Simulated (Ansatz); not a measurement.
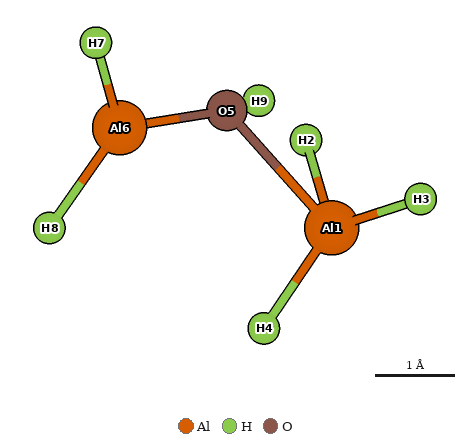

*The starting structure (ball-and-stick view, seen at a tilt; atoms are numbered from 1 in the order of the input). Sticks mark near contacts.*

# Run report: Al2H6O, geometry relaxation

Al2H6O, computed with RKS PBE-D4/6-31G* (Ansatz 0.2.0).

The input holds or restrains some coordinates. It belongs to a series of runs on one base structure; here: pulled along the bonds that form and break, towards end B. Figures and captions count atoms from 1; the log counts them from 0 in places.

**The input**
```yaml
crystal:
  periodic: [false, false, false]
  atoms:
    - { symbol: Al, position_ang: [0.0, 0.0, 0.0] }
    - { symbol: H, position_ang: [0.0, 0.0, 1.91] }
    - { symbol: H, position_ang: [1.351, 0.0, -0.78] }
    - { symbol: H, position_ang: [-1.351, 0.0, -0.78] }
    - { symbol: O, position_ang: [0.0869, -1.972, 0.6559] }
    - { symbol: Al, position_ang: [-0.7289, -3.3458, -0.1287] }
    - { symbol: H, position_ang: [0.021, -4.7026, -0.3023] }
    - { symbol: H, position_ang: [-2.1939, -3.1929, -0.6426] }
    - { symbol: H, position_ang: [0.0439, -0.9965, 1.8084] }
basis:
  gaussian: { orbitals: "6-31G*" }
hamiltonian:
  xc: pbe
  dispersion: d4
relax:
  f_tol: 0.15
  max_steps: 25
  restrain:
    - { distance: [0, 4], at: 1.78, k: 30.0 }
    - { distance: [8, 1], at: 0.66, k: 30.0 }
    - { distance: [0, 1], at: 2.76, k: 30.0 }
    - { distance: [8, 4], at: 2.21, k: 30.0 }
output:
  orbitals: {}
```

Run as:
```bash
ansatz run input.yaml --threads 1 --pin off --max-ram 2048MiB --backend cpu --events-out ev --progress --plain --runs-dir out
```

**The program's output**
```
The last accepted step is kept in [file] (removed where the run ends without a failure and the disk answers)
Engine: ansatz 0.2.0, aarch64-unknown-linux-gnu
Functional definition: PBE
  parameter kappa = 0.804
  parameter beta = 0.06672455060314922
  exchange = pbe_x(kappa = kappa, mu = beta*pi^2/3)
  correlation = pbe_c(beta = beta)
823 factors; their error is unknown
mean field evaluation 1: about -15317.9605 eV, gradient 6.5e1 eV
mean field evaluation 2: about -15187.1324 eV, gradient 1.8e2 eV
mean field evaluation 4: about -15326.2873 eV, gradient 7.7e0 eV
mean field evaluation 8: about -15326.5639 eV, gradient 1.0e-1 eV
mean field evaluation 16: about -15326.5399 eV, gradient 6.6e-5 eV
mean field -15326.53985616 eV, -563.2399510121 hartree, gradient 6.6e-5 eV, S^2 0.000000; 0 other end points of the search recorded, 0 dependent functions left out
the calculation of the forces begins
reference -15326.53991351 eV, -563.2399531197 hartree; 20, 20 occupied and 45, 45 virtual orbitals, 823 factors
relax step   1: F+E_penalty+E_count = -15326.70154343 eV  Δ(F+E_penalty+E_count) = +0.000e0 eV  max|allowed force component| = 3.415e0 eV/Å  E_restraint = 21.28755059 eV  max|allowed force component, restraints' pulls added| = 2.442e1 eV/Å  Δτ_max = 0.0000 Å  (25 SCF iters, accepted)
  distance Al 0 - O 4 = 2.0800 Å
  distance H 8 - H 1 = 1.0026 Å
  distance Al 0 - H 1 = 1.9100 Å
  distance H 8 - O 4 = 1.5105 Å
these checks for a lower state are left out or cut short: starts, cluster_reference, orbital_swaps, neighbouring_geometries, increment
823 factors; their error is unknown
mean field -15327.05193943 eV, -563.2587697253 hartree, gradient 1.9e-5 eV, S^2 0.000000; 0 other end points of the search recorded, 0 dependent functions left out
the calculation of the forces begins
reference -15327.05199696 eV, -563.2587718393 hartree; 20, 20 occupied and 45, 45 virtual orbitals, 823 factors
relax step   2: F+E_penalty+E_count = -15327.20130768 eV  Δ(F+E_penalty+E_count) = -4.998e-1 eV  max|allowed force component| = 4.298e0 eV/Å  E_restraint = 7.98770140 eV  max|allowed force component, restraints' pulls added| = 1.439e1 eV/Å  Δτ_max = 0.1949 Å  (29 SCF iters, accepted)
  distance Al 0 - O 4 = 1.9886 Å
  distance H 8 - H 1 = 0.8237 Å
  distance Al 0 - H 1 = 2.2424 Å
  distance H 8 - O 4 = 1.7692 Å
these checks for a lower state are left out or cut short: starts, cluster_reference, orbital_swaps, neighbouring_geometries, increment
823 factors; their error is unknown
mean field evaluation 32: about -15327.7392 eV, gradient 2.6e-5 eV
mean field -15327.73921367 eV, -563.2840265877 hartree, gradient 2.6e-5 eV, S^2 0.000000; 0 other end points of the search recorded, 0 dependent functions left out
the calculation of the forces begins
reference -15327.73927056 eV, -563.2840286783 hartree; 20, 20 occupied and 45, 45 virtual orbitals, 823 factors
relax step   3: F+E_penalty+E_count = -15327.88688922 eV  Δ(F+E_penalty+E_count) = -6.856e-1 eV  max|allowed force component| = 3.388e0 eV/Å  E_restraint = 1.24768428 eV  max|allowed force component, restraints' pulls added| = 7.402e0 eV/Å  Δτ_max = 0.1948 Å  (27 SCF iters, accepted)
  distance Al 0 - O 4 = 1.8484 Å
  distance H 8 - H 1 = 0.7063 Å
  distance Al 0 - H 1 = 2.5264 Å
  distance H 8 - O 4 = 2.0623 Å
these checks for a lower state are left out or cut short: starts, cluster_reference, orbital_swaps, neighbouring_geometries, increment
823 factors; their error is unknown
mean field -15328.17046408 eV, -563.2998747479 hartree, gradient 1.4e-5 eV, S^2 0.000000; 0 other end points of the search recorded, 0 dependent functions left out
the calculation of the forces begins
reference -15328.17052040 eV, -563.2998768174 hartree; 20, 20 occupied and 45, 45 virtual orbitals, 823 factors
relax step   4: F+E_penalty+E_count = -15328.31501855 eV  Δ(F+E_penalty+E_count) = -4.281e-1 eV  max|allowed force component| = 2.349e0 eV/Å  E_restraint = 0.03971797 eV  max|allowed force component, restraints' pulls added| = 1.306e0 eV/Å  Δτ_max = 0.1932 Å  (25 SCF iters, accepted)
  distance Al 0 - O 4 = 1.7461 Å
  distance H 8 - H 1 = 0.6976 Å
  distance Al 0 - H 1 = 2.7528 Å
  distance H 8 - O 4 = 2.2155 Å
these checks for a lower state are left out or cut short: starts, cluster_reference, orbital_swaps, neighbouring_geometries, increment
823 factors; their error is unknown
mean field -15328.35687860 eV, -563.3067253551 hartree, gradient 1.5e-5 eV, S^2 0.000000; 0 other end points of the search recorded, 0 dependent functions left out
the calculation of the forces begins
reference -15328.35693552 eV, -563.3067274470 hartree; 20, 20 occupied and 45, 45 virtual orbitals, 823 factors
relax step   5: F+E_penalty+E_count = -15328.50156452 eV  Δ(F+E_penalty+E_count) = -1.865e-1 eV  max|allowed force component| = 1.330e0 eV/Å  E_restraint = 0.06097019 eV  max|allowed force component, restraints' pulls added| = 4.350e-1 eV/Å  Δτ_max = 0.2000 Å  (25 SCF iters, accepted)
  distance Al 0 - O 4 = 1.7549 Å
  distance H 8 - H 1 = 0.7179 Å
  distance Al 0 - H 1 = 2.7584 Å
  distance H 8 - O 4 = 2.2191 Å
these checks for a lower state are left out or cut short: starts, cluster_reference, orbital_swaps, neighbouring_geometries, increment
823 factors; their error is unknown
mean field -15328.40374727 eV, -563.3084477470 hartree, gradient 8.2e-6 eV, S^2 0.000000; 0 other end points of the search recorded, 0 dependent functions left out
the calculation of the forces begins
reference -15328.40380421 eV, -563.3084498396 hartree; 20, 20 occupied and 45, 45 virtual orbitals, 823 factors
relax step   6: F+E_penalty+E_count = -15328.54908337 eV  Δ(F+E_penalty+E_count) = -4.752e-2 eV  max|allowed force component| = 1.233e0 eV/Å  E_restraint = 0.06229866 eV  max|allowed force component, restraints' pulls added| = 3.340e-1 eV/Å  Δτ_max = 0.2000 Å  (26 SCF iters, accepted)
  distance Al 0 - O 4 = 1.7614 Å
  distance H 8 - H 1 = 0.7193 Å
  distance Al 0 - H 1 = 2.7646 Å
  distance H 8 - O 4 = 2.2264 Å
these checks for a lower state are left out or cut short: starts, cluster_reference, orbital_swaps, neighbouring_geometries, increment
823 factors; their error is unknown
mean field -15328.41601445 eV, -563.3088985574 hartree, gradient 8.9e-6 eV, S^2 0.000000; 0 other end points of the search recorded, 0 dependent functions left out
the calculation of the forces begins
reference -15328.41607102 eV, -563.3089006364 hartree; 20, 20 occupied and 45, 45 virtual orbitals, 823 factors
relax step   7: F+E_penalty+E_count = -15328.56165161 eV  Δ(F+E_penalty+E_count) = -1.257e-2 eV  max|allowed force component| = 1.252e0 eV/Å  E_restraint = 0.05552114 eV  max|allowed force component, restraints' pulls added| = 1.043e-1 eV/Å  Δτ_max = 0.1997 Å  (25 SCF iters, accepted)
  distance Al 0 - O 4 = 1.7608 Å
  distance H 8 - H 1 = 0.7165 Å
  distance Al 0 - H 1 = 2.7589 Å
  distance H 8 - O 4 = 2.2221 Å
823 factors; their error is unknown
mean field evaluation 64: about -15319.9858 eV, gradient 6.6e1 eV
```

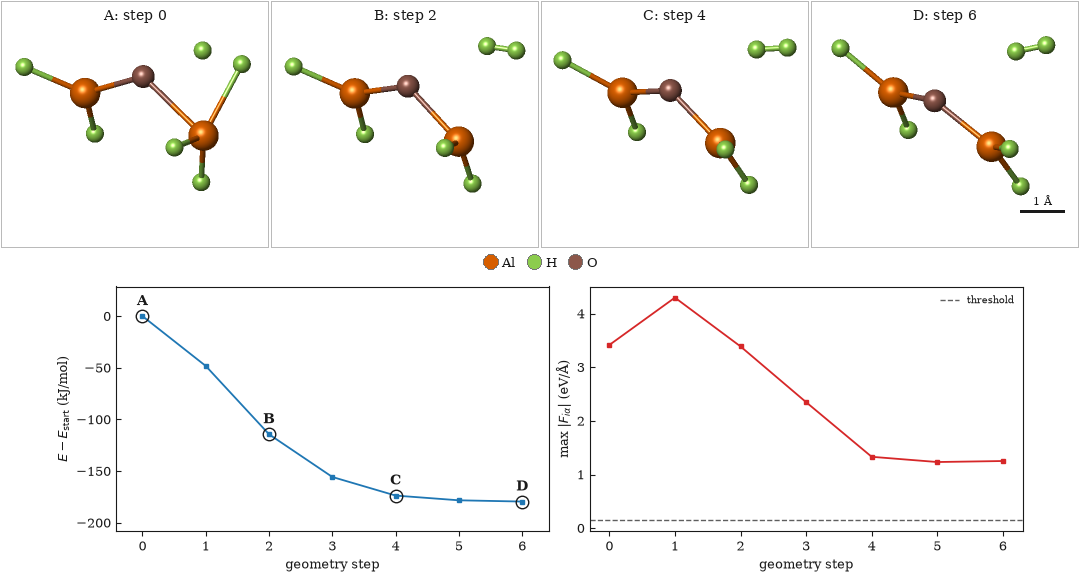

*Frames of the restrained relaxation (ball-and-stick view, seen at a tilt) above the curves, on which the letters mark them (the first geometry is step 0 here and step 1 in the log).*

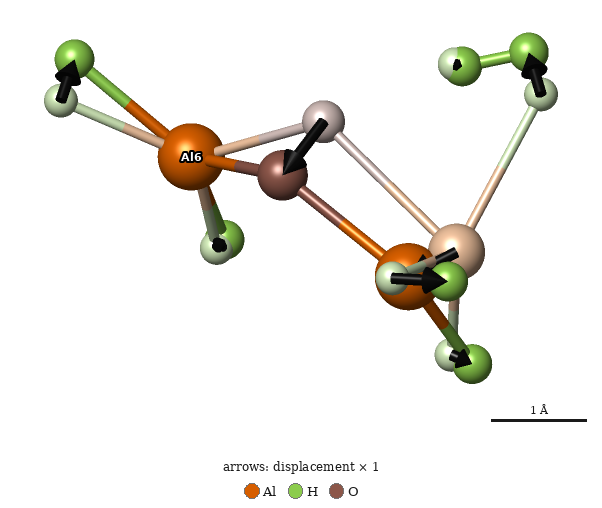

*Start (faint) and end (solid) with the displacements as black arrows, at true length (ball-and-stick view, seen at a tilt). The two geometries are laid on each other by the best rigid fit.*

The atom that moves furthest after the best rigid fit is O5 (0.77 Å). By element the largest moves are O 0.77 Å, H 0.63 Å, Al 0.57 Å. Distances before and after: Al1–H2 1.910 → 2.759 Å, Al1–O5 2.080 → 1.761 Å, H2–H9 1.003 → 0.716 Å, O5–Al6 1.780 → 1.727 Å. New bonds form: H2–H9 (1.00 → 0.72 Å). Among the angles that change: H3–Al1–O5 97.0° → 117.8°, H4–Al1–O5 101.2° → 118.8°, Al1–O5–Al6 125.0° → 134.5°. After 6 geometry steps the energy has fallen by 179.5 kJ/mol. Largest force component: 3.4 eV/Å at the start, 1.3 eV/Å at the end. (Atoms are counted from 1 in the order of the input.)

```
mean field -15328.41601445 eV, -563.3088985574 hartree, gradient 8.9e-6 eV, S^2 0.000000; 1 other end points of the search recorded, 0 dependent functions left out
the calculation of the forces begins
reference -15328.41607102 eV, -563.3089006364 hartree; 20, 20 occupied and 45, 45 virtual orbitals, 823 factors
Total energy: -15328.56170818 eV, -563.3142527032 hartree
Atom 0 at     0.102340    -0.313932    -0.478269 Å, force     0.104560    -0.558610     0.081014 eV/Å
Atom 1 at    -0.085355    -0.371073     2.273656 Å, force    -0.218259     1.251522     1.020489 eV/Å
Atom 2 at     1.423336     0.580585    -0.590431 Å, force    -0.026969    -0.034525     0.027225 eV/Å
Atom 3 at    -1.367387     0.247577    -0.776160 Å, force     0.002608     0.003384     0.016490 eV/Å
Atom 4 at     0.294861    -2.019683    -0.085929 Å, force    -0.097356     0.453835    -0.335080 eV/Å
Atom 5 at    -0.748691    -3.394772    -0.120858 Å, force     0.054453    -0.067602    -0.075557 eV/Å
Atom 6 at    -0.108164    -4.830151     0.192794 Å, force    -0.020260     0.059697     0.018978 eV/Å
Atom 7 at    -2.293731    -3.187584    -0.498634 Å, force    -0.001714    -0.006175     0.020634 eV/Å
Atom 8 at     0.011791    -0.920767     1.824531 Å, force     0.202938    -1.101527    -0.774193 eV/Å
Dipole moment:    -0.093717     0.059971     0.025213 e Å
```

**Trajectory as extended XYZ (Å, eV, eV/Å), 7 frames, from step=1 to step=7**
```
9
Properties=species:S:1:pos:R:3:forces:R:3 step=1 energy=-15326.70154
Al    0.0000    0.0000    0.0000    0.1677  -3.4151   0.7985
H     0.0000    0.0000    1.9100    0.0722  -0.5110  -0.0474
H     1.3510    0.0000   -0.7800    0.6444   0.8046   0.0302
H    -1.3510    0.0000   -0.7800   -0.6954   0.7125   0.0581
O     0.0869   -1.9720    0.6559   -0.5125   0.8441  -0.2258
Al   -0.7289   -3.3458   -0.1287    0.6955   1.2387   0.8860
H     0.0210   -4.7026   -0.3023    0.3583  -0.4741   0.0011
H    -2.1939   -3.1929   -0.6426   -0.5783   0.1447  -0.2275
H     0.0439   -0.9965    1.8084   -0.1520   0.6556  -1.2732
9
Properties=species:S:1:pos:R:3:forces:R:3 step=2 energy=-15327.20131
Al    0.0038   -0.1039   -0.1436    0.0763  -4.2979   1.2640
H     0.0029   -0.0510    2.0981    0.0401  -0.3046   0.0227
H     1.3696    0.0090   -0.7884    1.1958   0.9613  -0.2192
H    -1.3691    0.0077   -0.7874   -1.1523   0.8648  -0.1809
O     0.0932   -1.9707    0.5355   -0.3438   1.3641  -1.0251
Al   -0.7323   -3.3505   -0.1298    0.5532   0.8829   0.3395
H     0.0252   -4.7081   -0.3022    0.2729  -0.4907   0.0662
H    -2.2007   -3.1913   -0.6454   -0.5991   0.0631  -0.1804
H     0.0364   -0.8509    1.9040   -0.0432   0.9570  -0.0870
9
Properties=species:S:1:pos:R:3:forces:R:3 step=3 energy=-15327.88689
Al    0.0062   -0.2485   -0.2741    0.0920  -3.3881   0.8805
H     0.0037   -0.0584    2.2452   -0.0879   2.2244   0.8047
H     1.3998    0.0317   -0.7944    1.0971   0.9393  -0.2391
H    -1.3978    0.0281   -0.7922   -1.0273   0.8030  -0.1895
O     0.0992   -1.9688    0.3955    0.1744   1.7509  -0.5015
Al   -0.7307   -3.3491   -0.1380   -0.0710  -0.1570  -0.2529
H     0.0291   -4.7175   -0.3004    0.2005  -0.3633   0.1237
H    -2.2125   -3.1913   -0.6480   -0.4672   0.0168  -0.0742
H     0.0320   -0.7359    2.0473    0.0893  -1.8259  -0.5518
9
Properties=species:S:1:pos:R:3:forces:R:3 step=4 energy=-15328.31502
Al    0.0211   -0.4107   -0.3782    0.1177  -0.0467  -0.3431
H     0.0043   -0.0254    2.3475   -0.0948   2.3492   0.8437
H     1.5333    0.1493   -0.8118   -0.8497   0.0263   0.2414
H    -1.5140    0.1217   -0.8022    0.8715  -0.0547   0.2461
O     0.1086   -1.9959    0.3484    0.1973   0.4853  -0.2418
Al   -0.7338   -3.3840   -0.1680   -0.5006  -0.5300  -0.2821
H     0.0483   -4.7718   -0.2796   -0.0004  -0.0438   0.1002
H    -2.2699   -3.2033   -0.6516    0.1645  -0.0607   0.0829
H     0.0311   -0.6897    2.1362    0.0945  -2.1249  -0.6472
9
Properties=species:S:1:pos:R:3:forces:R:3 step=5 energy=-15328.50157
Al    0.0590   -0.3960   -0.4010    0.2618  -0.2623  -0.0647
H    -0.0959   -0.1101    2.3382   -0.2352   1.3303   0.7870
H     1.4824    0.3091   -0.7469   -0.3926   0.0259   0.1147
H    -1.4262    0.1781   -0.7417    0.3354  -0.0549   0.1158
O     0.2377   -2.0348    0.2007   -0.1936   0.3198  -0.3814
Al   -0.7450   -3.4095   -0.1440    0.0083  -0.1502  -0.1522
H    -0.0217   -4.8346   -0.1733   -0.0401  -0.0273   0.0983
H    -2.2827   -3.1951   -0.5642    0.0354  -0.0053   0.0708
H     0.0214   -0.7168    1.9729    0.2207  -1.1761  -0.5882
9
Properties=species:S:1:pos:R:3:forces:R:3 step=6 energy=-15328.54908
Al    0.1105   -0.3655   -0.4836    0.1272  -0.4357   0.3646
H    -0.1528   -0.2372    2.2655   -0.2809   1.2327   0.7877
H     1.4550    0.4874   -0.6604   -0.0863  -0.0129  -0.0341
H    -1.3732    0.2062   -0.7158    0.0867  -0.0296  -0.0571
O     0.3111   -2.0334    0.0460   -0.2329   0.2737  -0.5722
Al   -0.7346   -3.4022   -0.1516    0.0971  -0.0190   0.0932
H    -0.0842   -4.8602   -0.0032   -0.0263   0.0591   0.0027
H    -2.2960   -3.1675   -0.4531    0.0549   0.0051  -0.0153
H    -0.0068   -0.8374    1.8968    0.2605  -1.0734  -0.5695
9
Properties=species:S:1:pos:R:3:forces:R:3 step=7 energy=-15328.56165
Al    0.1023   -0.3139   -0.4783    0.1046  -0.5586   0.0810
H    -0.0854   -0.3711    2.2737   -0.2183   1.2515   1.0205
H     1.4233    0.5806   -0.5904   -0.0270  -0.0345   0.0272
H    -1.3674    0.2476   -0.7762    0.0026   0.0034   0.0165
O     0.2949   -2.0197   -0.0859   -0.0974   0.4538  -0.3351
Al   -0.7487   -3.3948   -0.1209    0.0545  -0.0676  -0.0756
H    -0.1082   -4.8302    0.1928   -0.0203   0.0597   0.0190
H    -2.2937   -3.1876   -0.4986   -0.0017  -0.0062   0.0206
H     0.0118   -0.9208    1.8245    0.2029  -1.1015  -0.7742
```

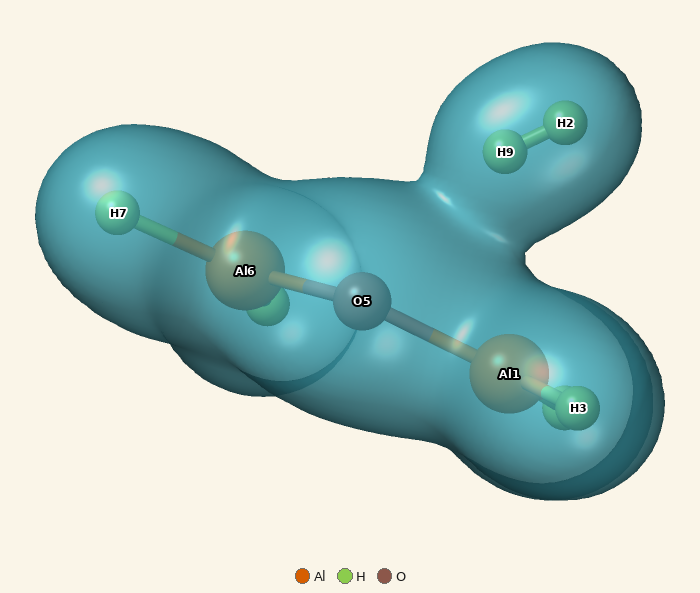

*Isosurface of the electron density at 0.08 e/Å³ (cyan), seen at a tilt.*

At this value the surface is in one piece. On the grid the lowest density along these lines, outside the cores, is 0.1 e/Å³ (Al···H, 2.38 Å), 0.66 e/Å³ (Al–O, 1.73 Å), 1.8 e/Å³ (H–H, 0.72 Å) and 0.52 e/Å³ (Al–H, 1.60 Å).

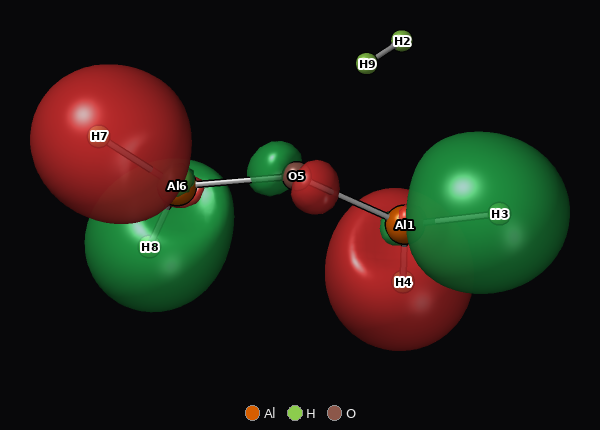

*The HOMO−1 at ±0.1 Å⁻³ᐟ² (green and red are the two phases), seen face on.*

It lies mainly on Al1 (20 %), H3 (20 %), Al6 (15 %), H7 (15 %) and H4 (15 %). Its energy is −7.11 eV.

**Results in brief**

| quantity | value |
| --- | --- |
| outcome | converged under the restraints of the input |
| total energy | −15328.5617 eV |
| mean-field energy | −15328.4161 eV |
| largest force (length of the vector) at the end, held atoms and coordinates included | 1.630 eV/Å |
| hardware | 1 thread of Arm Neoverse V1, 24 GiB of memory available, shared host |
| wall time | 19 s |
| peak memory | 0.12 GiB |
